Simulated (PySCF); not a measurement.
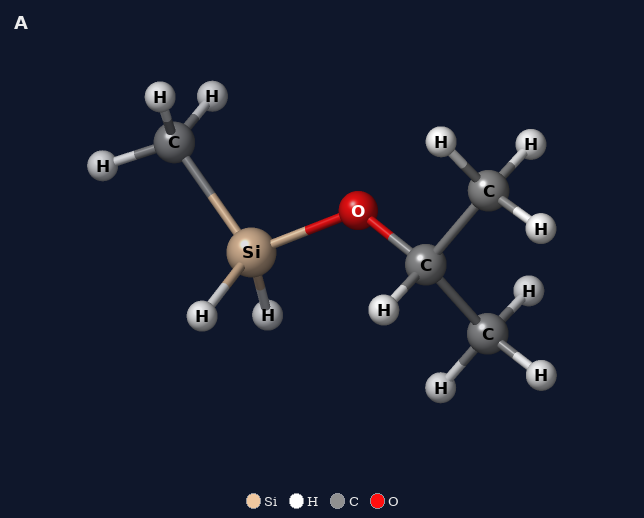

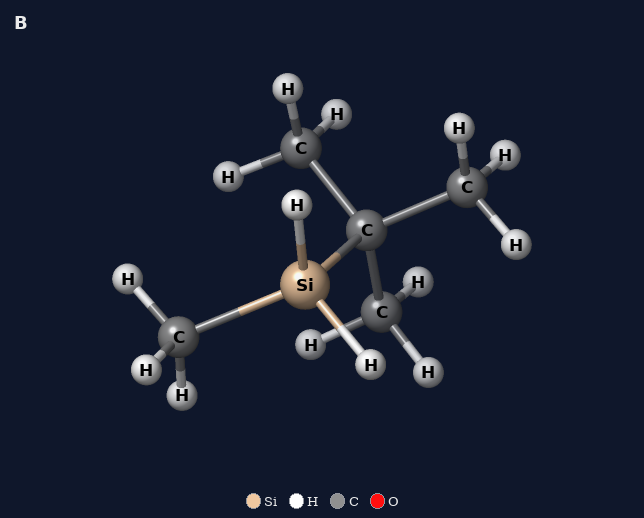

Two related species, optimised with PBE0-D3(BJ)/def2-SVP; properties computed with PySCF 2.14.0. Both: charge 0, singlet.

What are A and B?

Answer. A is SiH2Me(OiPr) (C[SiH2]OC(C)C), B is SiH2Me(tBu) (C[SiH2]C(C)(C)C).

Compare them. With PBE0/pcSseg-1: dipole moment (D), HOMO–LUMO gap (eV), HOMO energy (Kohn–Sham orbital) (eV), shielding of Si (ppm), Hirshfeld charge of Si (e), IAO charge of Si (e). With ωB97X-D/def2-SVPD: lowest vertical singlet excitation (eV), mean static polarisability (bohr³). With PBE0-D3(BJ)/def2-SVP: mean Si–C length (Å), mean Si–H length (Å).

| quantity | A | B |
| --- | --- | --- |
| dipole moment (D) | 0.48 | 0.70 |
| HOMO–LUMO gap (eV) | 8.84 | 8.81 |
| HOMO energy (Kohn–Sham orbital) (eV) | −7.82 | −7.70 |
| shielding of Si (ppm) | 364.0 | 370.3 |
| Hirshfeld charge of Si (e) | 0.40 | 0.33 |
| IAO charge of Si (e) | 0.99 | 0.75 |
| lowest vertical singlet excitation (eV) | 7.55 | 7.67 |
| mean static polarisability (bohr³) | 81.0 | 89.9 |
| mean Si–C length (Å) | 1.864 | 1.895 |
| mean Si–H length (Å) | 1.500 | 1.500 |

Each is one conformer, and no frequency run is at hand to confirm it as a minimum.
